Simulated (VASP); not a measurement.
# AlFe with optB86b-vdW: from relaxation to properties, part 2 of 6

Aim: relax AlFe, then compute properties on the relaxed cell. The start is a cell from a database of measured crystal structures.

VASP 6.6.1, plane waves and PAW; the level of theory is named at each step.

So far, moment of the cell, from the last line of the log (μB): step 2 (magnetic order: ferromagnetic) 0.758.

### 3. Magnetic order: antiferromagnetic, q = (0, 0, 1/2)

This step: optB86b-vdW, spin-polarised from an antiferromagnetic start; plane waves and PAW (Al, Fe) (VASP 6.6.1).

System of this step: AlFe. The structure is cubic, space group Pm-3m (No. 221). Conventional cell: a = 2.910 Å, b = 2.910 Å, c = 2.910 Å, α = 90.00°, β = 90.00°, γ = 90.00°. Nearest to Al lie 8 Fe at 2.52 Å. Nearest to Fe lie 8 Al at 2.52 Å. Farther neighbours are not listed.

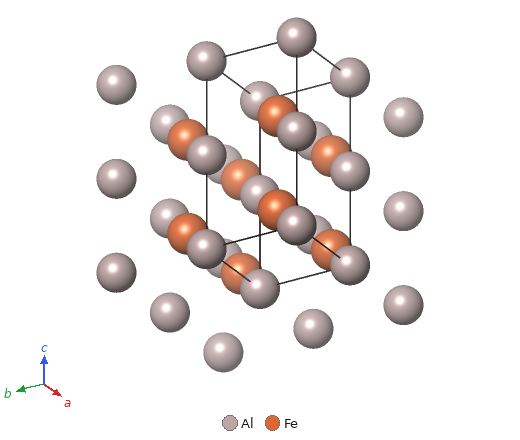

The cell of this step (aluminium light grey, iron orange). 2×2×1 cells are drawn. Some periodic images of atoms are drawn too.

Next, a pattern with opposite moments, which needs a doubled cell; q is given in the reciprocal vectors of the primitive cell.

The input, INCAR:

```
SYSTEM = AlFe
PREC = Accurate
ENCUT = 400
EDIFF = 1E-06
NELM = 100
ISMEAR = 1
SIGMA = 0.2
LREAL = .FALSE.
ALGO = Normal
GGA = MK
AGGAC = 0
LUSE_VDW = .TRUE.
PARAM1 = 0.1234
PARAM2 = 1
LASPH = .TRUE.
NBANDS = 19
ISPIN = 2
MAGMOM = 0 0 3 -3
LMAXMIX = 4
LORBIT = 11
LWAVE = .FALSE.
LCHARG = .FALSE.
KPAR = 4
ISIF = 2
```

The input, POSCAR:

```
AlFe
1.0
    2.9100000000      0.0000000000      0.0000000000
    0.0000000000      2.9100000000      0.0000000000
    0.0000000000      0.0000000000      5.8200000000
Al Fe
2 2
Direct
    0.0000000000      0.0000000000      0.0000000000
    0.0000000000      0.0000000000      0.5000000000
    0.5000000000      0.5000000000      0.2500000000
    0.5000000000      0.5000000000      0.7500000000
```

The input, KPOINTS:

```
Automatic mesh
0
Gamma
8 8 4
0 0 0
```

Potentials, in the order of the species: Al and Fe (PBE family, release 64).

On the command line:

```sh
mpirun -np 4 vasp_std
```

The program printed:

```text
[banner, memory and clock lines left out]
running    4 mpi-ranks, on    1 nodes
 distrk:  each k-point on    1 cores,    4 groups
 distr:  one band on    1 cores,    1 groups

 POSCAR found type information on POSCAR AlFe
 POSCAR found :  2 types and       4 ions
 [... a notice as in an earlier step ...]

 [... a notice as in an earlier step ...]

 LDA part: xc-table for (Slater+PW92), standard interpolation
 POSCAR, INCAR and KPOINTS ok, starting setup
 FFT: planning ... GRIDC
 FFT: planning ... GRID_SOFT
 FFT: planning ... GRID
 WAVECAR not read
 entering main loop
       N       E                     dE             d eps       ncg     rms          rms(c)
DAV:   1     0.104905880835E+03    0.10491E+03   -0.75007E+03  3428   0.965E+02
DAV:   2    -0.167619398793E+02   -0.12167E+03   -0.11464E+03  3423   0.234E+02
DAV:   3    -0.211418314163E+02   -0.43799E+01   -0.42476E+01  4121   0.562E+01
DAV:   4    -0.212470025878E+02   -0.10517E+00   -0.10490E+00  4488   0.767E+00
DAV:   5    -0.212499789149E+02   -0.29763E-02   -0.29759E-02  4225   0.131E+00    0.199E+01
DAV:   6    -0.247979636856E+02   -0.35480E+01   -0.60721E+01  4237   0.122E+02    0.261E+01
DAV:   7    -0.181522837728E+02    0.66457E+01   -0.38359E+01  4089   0.829E+01    0.401E+00
DAV:   8    -0.182222091118E+02   -0.69925E-01   -0.60366E-01  3998   0.619E+00    0.246E+00
DAV:   9    -0.182077287527E+02    0.14480E-01   -0.78916E-02  5054   0.363E+00    0.128E+00
DAV:  10    -0.182063180831E+02    0.14107E-02   -0.17874E-02  5197   0.155E+00    0.495E-01
DAV:  11    -0.182062350415E+02    0.83042E-04   -0.32816E-03  4896   0.593E-01    0.144E-01
DAV:  12    -0.182062814609E+02   -0.46419E-04   -0.29224E-04  4898   0.229E-01    0.124E-01
DAV:  13    -0.182062685166E+02    0.12944E-04   -0.31983E-05  4978   0.678E-02    0.538E-02
DAV:  14    -0.182062728778E+02   -0.43612E-05   -0.32720E-05  5351   0.678E-02    0.163E-02
DAV:  15    -0.182062721205E+02    0.75726E-06   -0.50009E-06  3635   0.285E-02
   1 F= -.18206272E+02 E0= -.18202746E+02  d E =-.105792E-01  mag=     0.0000
```

The job ended after 23 s (4 MPI ranks of AMD EPYC 9R45, shared host; peak memory 1.2 GiB; 73 s of CPU time).

From OUTCAR (step 3):

```text
  LATTYP: Found a simple tetragonal cell.
 ALAT       =     2.9100000000
 C/A-ratio  =     2.0000000000

 Subroutine GETGRP returns: Found 16 space group operations
 (whereof 16 operations were pure point group operations)

The static configuration has the point symmetry D_4h.

 Found     45 irreducible k-points:

   k-points           NKPTS =     45   k-points in BZ     NKDIM =     45   number of bands    NBANDS=     19

   dimension x,y,z NGX =    20 NGY =   20 NGZ =   40
   dimension x,y,z NGXF=    40 NGYF=   40 NGZF=   80

   ENCUT  =  400.0 eV  29.40 Ry    5.42 a.u.   4.75  4.75  9.49*2*pi/ulx,y,z

   NELECT =      22.0000    total number of electrons

 E-fermi :   7.5385

 spin component 1
 k-point     1 :       0.0000    0.0000    0.0000
  band No.  band energies     occupation
    ...
      5       5.3320      1.00000
      6       6.0868      1.00000
      7       6.4766      1.00000
      8       6.4766      1.00000
      9       7.2501      1.03015
     10       7.6954      0.01402
     11       7.6954      0.01402
     12       8.0566     -0.00077
     13       8.6313     -0.00000
     14      13.7276      0.00000
    ...

 k-point     2 :       0.1250    0.0000    0.0000
  band No.  band energies     occupation
    ...
      6       6.1438      1.00000
      7       6.3612      1.00000
      8       6.5080      1.00000
      9       7.1057      1.00454
     10       7.5175      0.58819
     11       7.7160     -0.00920
     12       7.8972     -0.01468
     13       8.6203     -0.00000
     14      11.8859      0.00000
     15      14.1389      0.00000
    ...

 k-point     3 :       0.2500    0.0000    0.0000
  band No.  band energies     occupation
    ...
      6       6.0646      1.00000
      7       6.2515      1.00000
      8       6.5848      1.00000
      9       6.7878      1.00000
     10       7.1229      1.00616
     11       7.5538      0.43548
     12       7.7666     -0.03424
     13       8.5546     -0.00000
     14       9.7647     -0.00000
     15      13.4581      0.00000
    ...

 k-point     4 :       0.3750    0.0000    0.0000
  band No.  band energies     occupation
    ...
      7       6.2046      1.00000
      8       6.5044      1.00000
      9       6.6628      1.00000
     10       6.7555      1.00000
     11       7.2524      1.03060
     12       7.8186     -0.03175
     13       8.3095     -0.00000
     14       8.8986     -0.00000
     15      11.5856      0.00000
     16      12.1181      0.00000
    ...

Total vdW correction in eV:      3.8364831

  Total       -2.7246497     -2.7246497     -2.2228226      0.0000000      0.0000000      0.0000000
  in kB      -88.5752312    -88.5752312    -72.2614076      0.0000000      0.0000000      0.0000000
  external PRESSURE =     -83.1372900 kB  Pullay stress =       0.0000000 kB

  energy-cutoff  :      400.00
  volume of cell :       49.28
      direct lattice vectors                 reciprocal lattice vectors
     2.910000000  0.000000000  0.000000000     0.343642612  0.000000000  0.000000000
     0.000000000  2.910000000  0.000000000     0.000000000  0.343642612  0.000000000
     0.000000000  0.000000000  5.820000000     0.000000000  0.000000000  0.171821306

 POSITION                                       TOTAL-FORCE (eV/Angst)
 -----------------------------------------------------------------------------------
      0.00000      0.00000      0.00000         0.000000      0.000000      0.000000
      0.00000      0.00000      2.91000         0.000000      0.000000      0.000000
      1.45500      1.45500      1.45500        -0.000000     -0.000000      0.000000
      1.45500      1.45500      4.36500        -0.000000     -0.000000      0.000000
 -----------------------------------------------------------------------------------
    total drift:                               -0.000000     -0.000000      0.000000

  FREE ENERGIE OF THE ION-ELECTRON SYSTEM (eV)
  ---------------------------------------------------
  free  energy   TOTEN  =       -18.2062721205 eV

  energy  without entropy=      -18.1956928714  energy(sigma->0) =      -18.20274570

Total vdW correction in eV:      3.8363648

 total charge
# of ion       s       p       d       tot
------------------------------------------
    1        0.394   0.420   0.000   0.815
    2        0.394   0.420   0.000   0.815
    3        0.418   0.476   6.465   7.360
    4        0.418   0.476   6.465   7.360
--------------------------------------------------
tot          1.625   1.794  12.930  16.349

 magnetization (x)
# of ion       s       p       d       tot
------------------------------------------
    1        0.000   0.000   0.000   0.000
    2        0.000   0.000   0.000   0.000
    3        0.002  -0.002   0.790   0.791
    4       -0.002   0.002  -0.790  -0.791
--------------------------------------------------
tot          0.000   0.000  -0.000  -0.000

[... 6 further parts left out ...]
```

At this level the cell is under a tension of 8.3 GPa, so at these settings it is away from equilibrium.

Numbers from this step:

* SCF cycles: 15
* electrons: 22
* bands: 19
* irreducible k-points: 45
* symmetry operations: 16
* free energy (TOTEN): -18.21 eV
* energy at zero smearing: -18.20 eV
* Fermi energy: 7.538 eV
* pressure: -8.314 GPa

Spin moment in the PAW sphere by atom:

```
atom  spin moment in the PAW sphere (μB)
 Al1                               0.000
 Al2                               0.000
 Fe3                               0.791
 Fe4                              -0.791
```

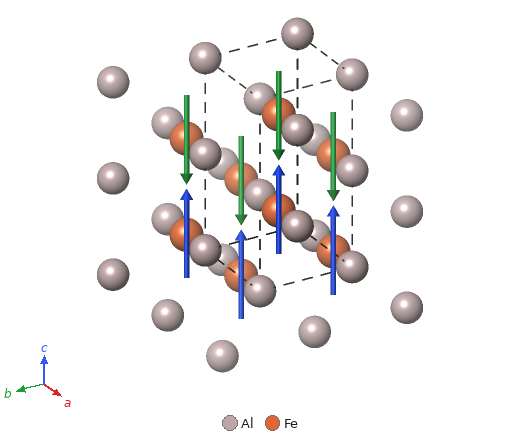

Spin moment in the PAW sphere as arrows, the longest 0.791 μB. Up and down stand for the sign. Arrows give size and sign along the axis of quantisation, drawn up and down the page. The two directions have two colours. 2×2×1 cells are drawn. Some periodic images of atoms are drawn too.

The energy lies +15.4 meV an atom from the first pattern. The run ends antiferromagnetic with a largest moment of 0.79 μB, and the mesh shows no gap.

### 4. Magnetic order: antiferromagnetic, q = (1/2, 1/2, 1/2)

Next, a pattern with opposite moments, which needs a doubled cell; q is given in the reciprocal vectors of the primitive cell.

INCAR is that of step 3.

The input, POSCAR:

```
AlFe
1.0
    5.8200000000      0.0000000000      0.0000000000
    2.9100000000      2.9100000000      0.0000000000
    2.9100000000      0.0000000000      2.9100000000
Al Fe
2 2
Direct
    0.0000000000      0.0000000000      0.0000000000
    0.5000000000      0.0000000000      0.0000000000
    0.7500000000      0.5000000000      0.5000000000
    0.2500000000      0.5000000000      0.5000000000
```

The input, KPOINTS:

```
Automatic mesh
0
Gamma
8 8 8
0 0 0
```

On the command line:

```sh
mpirun -np 4 vasp_std
```

The program printed:

```text
[... set-up lines as in an earlier step ...]
 entering main loop
       N       E                     dE             d eps       ncg     rms          rms(c)
DAV:   1     0.106235917555E+03    0.10624E+03   -0.74210E+03  2212   0.958E+02
DAV:   2    -0.165678635125E+02   -0.12280E+03   -0.11578E+03  2204   0.234E+02
DAV:   3    -0.209083005562E+02   -0.43404E+01   -0.41969E+01  2610   0.560E+01
DAV:   4    -0.210194404311E+02   -0.11114E+00   -0.11071E+00  2853   0.787E+00
DAV:   5    -0.210229474098E+02   -0.35070E-02   -0.35060E-02  2750   0.145E+00    0.199E+01
DAV:   6    -0.243246449884E+02   -0.33017E+01   -0.53937E+01  2650   0.118E+02    0.243E+01
DAV:   7    -0.181447803217E+02    0.61799E+01   -0.35855E+01  2598   0.799E+01    0.393E+00
DAV:   8    -0.181763221398E+02   -0.31542E-01   -0.63091E-01  2701   0.716E+00    0.263E+00
DAV:   9    -0.181858423476E+02   -0.95202E-02   -0.18362E-01  3516   0.585E+00    0.108E+00
DAV:  10    -0.181941257632E+02   -0.82834E-02   -0.44437E-02  3511   0.287E+00    0.663E-01
DAV:  11    -0.181968101204E+02   -0.26844E-02   -0.92249E-03  3462   0.134E+00    0.343E-01
DAV:  12    -0.181991130751E+02   -0.23030E-02   -0.12124E-02  3508   0.170E+00    0.251E-01
DAV:  13    -0.181994656829E+02   -0.35261E-03   -0.14479E-03  3452   0.472E-01    0.170E-01
DAV:  14    -0.181997371043E+02   -0.27142E-03   -0.17101E-03  3428   0.674E-01    0.824E-02
DAV:  15    -0.181997871516E+02   -0.50047E-04   -0.11134E-04  3410   0.118E-01    0.667E-02
DAV:  16    -0.181998384533E+02   -0.51302E-04   -0.79604E-04  3471   0.461E-01    0.860E-03
DAV:  17    -0.181998437771E+02   -0.53237E-05   -0.40464E-05  3274   0.507E-02    0.401E-03
DAV:  18    -0.181998439776E+02   -0.20056E-06   -0.12740E-06  1258   0.177E-02
   1 F= -.18199844E+02 E0= -.18197614E+02  d E =-.668955E-02  mag=     0.0000
```

The job ended after 50 s (4 MPI ranks; peak memory 1.6 GiB; 2.6 min of CPU time).

OUTCAR, selected parts (step 4):

```text
  LATTYP: Found a face centered cubic cell.
 ALAT       =     5.8200000000

The static configuration has the point symmetry O_h .

 Found     29 irreducible k-points:

   k-points           NKPTS =     29   k-points in BZ     NKDIM =     29   number of bands    NBANDS=     19

   dimension x,y,z NGX =    40 NGY =   28 NGZ =   28
   dimension x,y,z NGXF=    80 NGYF=   56 NGZF=   56

   ENCUT  =  400.0 eV  29.40 Ry    5.42 a.u.   9.49  6.71  6.71*2*pi/ulx,y,z

   NELECT =      22.0000    total number of electrons

 E-fermi :   7.4415

 spin component 1
 k-point     1 :       0.0000    0.0000    0.0000
  band No.  band energies     occupation
    ...
      2       4.2976      1.00000
      3       4.2976      1.00000
      4       4.2976      1.00000
      5       5.3868      1.00000
      6       5.3868      1.00000
      7       7.5884      0.02872
      8       7.5884      0.02871
      9       7.5884      0.02870
     10       8.2937     -0.00000
     11       8.2937     -0.00000
    ...

 k-point     2 :       0.1250    0.0000    0.0000
  band No.  band energies     occupation
    ...
      2       4.0461      1.00000
      3       4.3992      1.00000
      4       4.3992      1.00000
      5       5.4075      1.00000
      6       5.4075      1.00000
      7       7.4753      0.35949
      8       7.5146      0.21239
      9       7.5146      0.21237
     10       8.0250     -0.00015
     11       8.0250     -0.00015
    ...

 k-point     3 :       0.2500    0.0000    0.0000
  band No.  band energies     occupation
    ...
      5       5.4660      1.00000
      6       5.4660      1.00000
      7       7.1731      1.03366
      8       7.2938      0.97267
      9       7.2938      0.97266
     10       7.4935      0.28806
     11       7.4935      0.28804
     12       7.6441     -0.02642
     13      10.8308     -0.00000
     14      10.8308     -0.00000
    ...

 k-point     4 :       0.3750    0.0000    0.0000
  band No.  band energies     occupation
    ...
      8       6.8093      1.00004
      9       6.9809      1.00267
     10       6.9809      1.00267
     11       7.0221      1.00577
     12       7.0221      1.00577
     13      10.9789     -0.00000
     14      10.9789     -0.00000
     15      11.5853      0.00000
     16      11.5853      0.00000
     17      12.6660      0.00000
    ...

Total vdW correction in eV:      3.8404763

  Total       -3.0033051     -3.0033051     -3.0033051      0.0000000     -0.0000000      0.0000000
  in kB      -97.6339974    -97.6339974    -97.6339974      0.0000000     -0.0000000      0.0000000
  external PRESSURE =     -97.6339974 kB  Pullay stress =       0.0000000 kB

  energy-cutoff  :      400.00
  volume of cell :       49.28
      direct lattice vectors                 reciprocal lattice vectors
     5.820000000  0.000000000  0.000000000     0.171821306 -0.171821306 -0.171821306
     2.910000000  2.910000000  0.000000000     0.000000000  0.343642612  0.000000000
     2.910000000  0.000000000  2.910000000     0.000000000  0.000000000  0.343642612

 POSITION                                       TOTAL-FORCE (eV/Angst)
 -----------------------------------------------------------------------------------
      0.00000      0.00000      0.00000        -0.000000     -0.000000     -0.000000
      2.91000      0.00000      0.00000        -0.000000     -0.000000     -0.000000
      7.27500      1.45500      1.45500         0.000000      0.000000     -0.000000
      4.36500      1.45500      1.45500         0.000000     -0.000000      0.000000
 -----------------------------------------------------------------------------------
    total drift:                                0.000000      0.000000      0.000000

  FREE ENERGIE OF THE ION-ELECTRON SYSTEM (eV)
  ---------------------------------------------------
  free  energy   TOTEN  =       -18.1998439776 eV

  energy  without entropy=      -18.1931544324  energy(sigma->0) =      -18.19761413

Total vdW correction in eV:      3.8405248

 total charge
# of ion       s       p       d       tot
------------------------------------------
    1        0.394   0.420   0.000   0.814
    2        0.394   0.420   0.000   0.814
    3        0.418   0.466   6.482   7.367
    4        0.418   0.466   6.482   7.367
--------------------------------------------------
tot          1.624   1.773  12.965  16.361

 magnetization (x)
# of ion       s       p       d       tot
------------------------------------------
    1        0.000   0.000   0.000   0.000
    2        0.000   0.000   0.000   0.000
    3       -0.000  -0.000  -0.000  -0.000
    4        0.000   0.000   0.000   0.000
--------------------------------------------------
tot          0.000   0.000   0.000   0.000

[... 1 part as in an earlier step ...]

[... 6 further parts left out ...]
```

At this level the cell is under a tension of 9.8 GPa, so at these settings it is away from equilibrium.

Numbers from this step:

- SCF cycles: 18
- irreducible k-points: 29
- symmetry operations: 48
- free energy (TOTEN): -18.20 eV
- Fermi energy: 7.441 eV
- pressure: -9.763 GPa

The spin moment in the PAW sphere vanishes on all atoms.

The energy lies +16.7 meV an atom from the first pattern. The moments fall under 0.1 μB, and the mesh shows no gap.

[end of part 2 of 6]

[Lines on the potential files, build, host, timing and source positions are cut from VASP's logs without a mark.]

[Logs are printed without paths, hosts, clocks, repeated set-up lines and the standing remarks that a program may print on its own settings, such as how far it seeks lower states.]

[Hosts, paths, dates, database ids (printed as entryN), source tags and the programs' standing remarks are cut or masked in the printed files.]

[A measured line is paired with the nearest computed mode of its activity, which favours agreement.]

[In band tables of VASP the shares of atoms and orbitals are scaled to a sum of 1 inside the atoms' spheres.]
